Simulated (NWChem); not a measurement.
**CH8B2 (diborane mono Me): levels of theory compared**

Wanted: a comparison of 3 runs (HF/def2-SVP, PBE0/def2-SVP, CCSD(T)/pcseg-1) of CH8B2 (diborane mono Me). 

The calculation is run with NWChem 7.3.0.

## 1. Starting point

CH8B2 has 11 atoms, charge 0, and is taken as a singlet. The coordinates come from a GFN2-xTB relaxation.

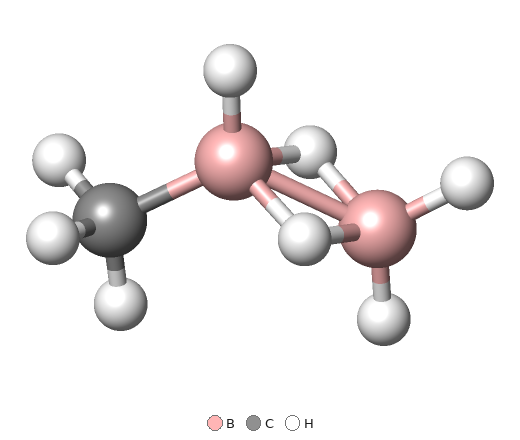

Viewed from a chosen angle; boron pink, carbon grey, hydrogen white.

## 2. Energy and forces at HF/def2-SVP (run 1)

Input file work.xyz:

```xyz
11

B     -0.376320     0.465420     0.016470
C     -0.993740    -0.833680     0.711750
H     -1.034450     1.440940    -0.006150
H      0.844690     0.745310     0.471880
B      1.282430     0.478710    -0.724670
H      1.708330     1.449990    -1.229470
H      1.960560    -0.480340    -0.717480
H      0.100300     0.204940    -1.198170
H     -1.915170    -1.143750     0.221340
H     -1.256090    -0.639390     1.750940
H     -0.320540    -1.688150     0.703570
```

Input file work.nw:

```
start work
memory total 2200 mb
charge 0
geometry noautosym nocenter noautoz
load work.xyz
end
basis spherical bse
* library def2-SVP
end
scf
thresh 1e-08
maxiter 80
end
task scf gradient
```

The run is started by

```bash
$ nwchem work.nw > work.out
```

Output:

```text
[...]
  functions       =    82
[...]
  wavefunction    = RHF
[...]
         Total SCF energy =    -91.797155840381
      One-electron energy =   -252.277244935210
      Two-electron energy =     94.126095706893
 Nuclear repulsion energy =     66.353993387936
        Time for solution =     13.6s
[...]
                         RHF ENERGY GRADIENTS
    atom               coordinates                        gradient
                 x          y          z           x          y          z
   1 B      -0.711142   0.879516   0.031124   -0.001098   0.016025  -0.005024
   2 C      -1.877896  -1.575427   1.345012   -0.006471   0.001092   0.002138
   3 H      -1.954827   2.722982  -0.011622    0.000862  -0.012481   0.003667
   4 H       1.596233   1.408432   0.891724   -0.003518  -0.003446  -0.008031
   5 B       2.423441   0.904631  -1.369428    0.008474  -0.001838  -0.003034
   6 H       3.228276   2.740084  -2.323361    0.000067  -0.011720   0.003757
   7 H       3.704921  -0.907711  -1.355841   -0.002537   0.012201  -0.002852
   8 H       0.189540   0.387280  -2.264213    0.003529   0.001953   0.008721
   9 H      -3.619147  -2.161374   0.418272    0.002754  -0.001199   0.003043
  10 H      -2.373666  -1.208272   3.308797    0.000104  -0.003138  -0.002577
  11 H      -0.605733  -3.190141   1.329555   -0.002166   0.002551   0.000190
[...]
```

It took 17 s on 1 thread of Intel Xeon Platinum 8488C (Sapphire Rapids), shared host; peak memory 0.1 GiB.

## 3. Energy and gradient at PBE0/def2-SVP (run 2)

Input file struct.nw:

```
start struct
title "diborane mono Me"
memory 2200 mb
geometry noautosym nocenter noautoz
   B    -0.376320    0.465420    0.016470
   C    -0.993740   -0.833680    0.711750
   H    -1.034450    1.440940   -0.006150
   H     0.844690    0.745310    0.471880
   B     1.282430    0.478710   -0.724670
   H     1.708330    1.449990   -1.229470
   H     1.960560   -0.480340   -0.717480
   H     0.100300    0.204940   -1.198170
   H    -1.915170   -1.143750    0.221340
   H    -1.256090   -0.639390    1.750940
   H    -0.320540   -1.688150    0.703570
end
basis spherical bse
   * library def2-SVP
end
dft
   xc pbe0
   grid xfine
   convergence energy 1e-08
   maxiter 100
   mulliken
   print low
end
task dft gradient
```

The run is started by

```bash
$ nwchem struct.nw > struct.out
```

Output:

```text
[...]
 d= 0,ls=0.0,diis     1    -92.3691251814 -1.59D+02  6.41D-03  1.89D-01     7.5
[...]
 d= 0,ls=0.0,diis     8    -92.4002626528 -4.28D-10  1.78D-06  3.32D-08    45.0
         Total DFT energy =      -92.400262652785
      One electron energy =     -252.634797810335
           Coulomb energy =      110.256185149443
    Exchange-Corr. energy =      -16.375643379829
 Nuclear repulsion energy =       66.353993387936
[...]
      Total Density - Mulliken Population Analysis
     ---------------------------------------------
    Atom       Charge   Shell Charges
 -----------   ------   -------------------------------------------------------
    1 B    5     5.08   1.99  0.81  0.19  1.63  0.40  0.06
    2 C    6     6.14   1.98  0.88  0.18  2.13  0.94  0.02
    3 H    1     0.97   0.74  0.21  0.01
    4 H    1     0.94   0.75  0.17  0.02
    5 B    5     5.16   1.99  0.79  0.28  1.66  0.39  0.04
    6 H    1     0.98   0.74  0.22  0.01
    7 H    1     0.97   0.74  0.22  0.01
    8 H    1     0.94   0.75  0.17  0.02
    9 H    1     0.94   0.73  0.18  0.03
   10 H    1     0.94   0.73  0.18  0.03
[...]
                         DFT ENERGY GRADIENTS
    atom               coordinates                        gradient
                 x          y          z           x          y          z
   1 B      -0.711142   0.879516   0.031124   -0.005879   0.022984  -0.005196
   2 C      -1.877896  -1.575427   1.345012   -0.012068  -0.008045   0.007548
   3 H      -1.954827   2.722982  -0.011622    0.003409  -0.015499   0.003517
   4 H       1.596233   1.408432   0.891724   -0.004750  -0.004084  -0.009426
   5 B       2.423441   0.904631  -1.369428    0.017120  -0.001427  -0.006984
   6 H       3.228276   2.740084  -2.323361   -0.001222  -0.014622   0.005272
   7 H       3.704921  -0.907711  -1.355841   -0.004696   0.015119  -0.002832
   8 H       0.189540   0.387280  -2.264213    0.003725   0.002378   0.010655
   9 H      -3.619147  -2.161374   0.418272    0.007962   0.000311   0.005144
  10 H      -2.373666  -1.208272   3.308797    0.002100  -0.004098  -0.007958
  11 H      -0.605733  -3.190141   1.329555   -0.005700   0.006985   0.000260
[...]
```

Wall time 54 s (1 thread of Intel Xeon Platinum 8488C (Sapphire Rapids), shared host); peak memory 0.15 GiB.

## 4. The energy at CCSD(T)/pcseg-1 (run 3)

Input file input.nw:

```
start input
title "CH8B2 energy"
memory stack 880 mb heap 220 mb global 1100 mb

geometry units angstrom noautosym nocenter noautoz
  B     -0.376320     0.465420     0.016470
  C     -0.993740    -0.833680     0.711750
  H     -1.034450     1.440940    -0.006150
  H      0.844690     0.745310     0.471880
  B      1.282430     0.478710    -0.724670
  H      1.708330     1.449990    -1.229470
  H      1.960560    -0.480340    -0.717480
  H      0.100300     0.204940    -1.198170
  H     -1.915170    -1.143750     0.221340
  H     -1.256090    -0.639390     1.750940
  H     -0.320540    -1.688150     0.703570
end

basis spherical bse
  B library pcseg-1
  C library pcseg-1
  H library pcseg-1
end

scf
  thresh 1e-08
  maxiter 80
end

ccsd
  freeze core 3
  maxiter 60
end

task ccsd(t) energy
```

The run is started by

```bash
$ nwchem input.nw > input.out
```

Output:

```text
[...]
  functions       =    82
[...]
  wavefunction    = RHF
[...]
         Total SCF energy =    -91.837478257607
      One-electron energy =   -252.374004582032
      Two-electron energy =     94.182532936489
 Nuclear repulsion energy =     66.353993387936
        Time for solution =      9.6s
[...]
 Total MP2 energy:            -92.189606496229985
[...]
             energy      energy      error      ampl     ampl      Block
                                                time     time      time
[...]
 Total CCSD energy:            -92.239236275498200
[...]
 Total CCSD+T(CCSD) energy:            -92.250066710695052
[...]
 Total CCSD(T) energy:                 -92.249765739531711
[...]
```

Wall time 88 s (1 thread of Intel Xeon Platinum 8488C (Sapphire Rapids), shared host); peak memory 0.2 GiB.

## 5. The series

```csv
run,level,iteration cap,module,energy (Eh),HOMO energy (eV),LUMO energy (eV),HOMO–LUMO gap (eV),wall time
1,HF/def2-SVP,80,scf,-91.797156,-12.54,3.17,15.70,17 s
2,PBE0/def2-SVP,100,dft,-92.400263,–,–,–,54 s
3,CCSD(T)/pcseg-1,80,ccsd(t),-92.249766,-12.55,3.03,15.58,88 s
```

## 6. Outcome

```
                                          quantity         value
                               run 3: total energy  -92.24977 Eh
        run 3: HOMO energy (Hartree–Fock orbitals)     -12.55 eV
        run 3: LUMO energy (Hartree–Fock orbitals)       3.03 eV
      run 3: HOMO–LUMO gap (Hartree–Fock orbitals)      15.58 eV
run 3: correlation energy (3 core orbitals frozen)    -412.3 mEh
                             run 3: (T) correction    -10.53 mEh
```

All runs together took 2.6 min, the longest 88 s.
